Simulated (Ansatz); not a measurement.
Cost and result by functional for the adsorption energy of H2O on the 1x1 (101) surface of anatase TiO2 (cut with top plane O), one in a 2x1 cell, started at the site 'over Ti at depth 0.9 Å', in Ansatz (plane waves, PAW). Single points on the PBE structure, on one kind of machine; costs are rough ratios of the slab run's core time (references not counted) to the cheapest single point. r2SCAN's cost holds its higher cutoff (500 against 420 eV). Differences are taken against HSE06 for comparison alone: no measured value is at hand, so the table doesn't rank accuracy. HSE06 ran on a coarser k-mesh, which lowers its cost and may carry part of its shift.

Host crystal: anatase TiO2, with a band gap (PBE, scalar-relativistic without spin-orbit coupling).

Set-up: 39 atoms, 9.4 Å thick at the start under the adsorbate (thin: gaps and levels are the slab's own); mesh 3x4x1; 0.01 eV smearing; dipole correction on; 14 atoms held, the rest relaxed; no symmetry held; no spin, no spin-orbit, no U, no dispersion correction. At the end it is bonded to Ti. In PBE it is, or lies within 0.03 eV of, the lowest of the starts that converged. These notes are the PBE run's. Adsorption energies are against H2O(g). A negative adsorption energy means that the adsorbate is more stable on the surface than in its reference.

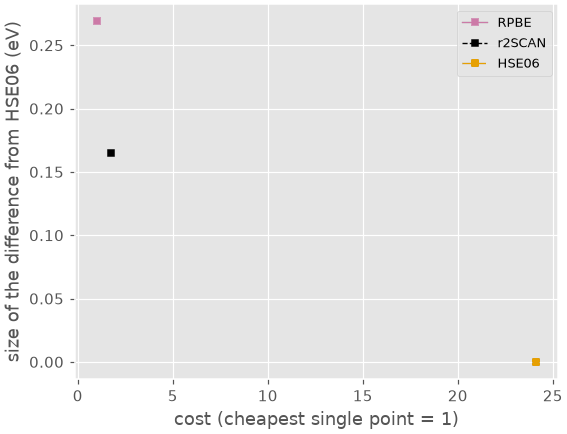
Difference from HSE06 against cost

```tsv
functional	relative cost	adsorption energy (eV)	less HSE06 (eV)
RPBE	1	-0.38	0.27
r2SCAN	2	-0.82	-0.17
HSE06	20	-0.65	0.00
PBE (the relaxed run's value)	–	-0.61	0.04
```

The values span 0.43 eV, while the single points' costs differ by a factor of roughly 20. Differences are of unrounded values.

Ansatz is a first-principles code.
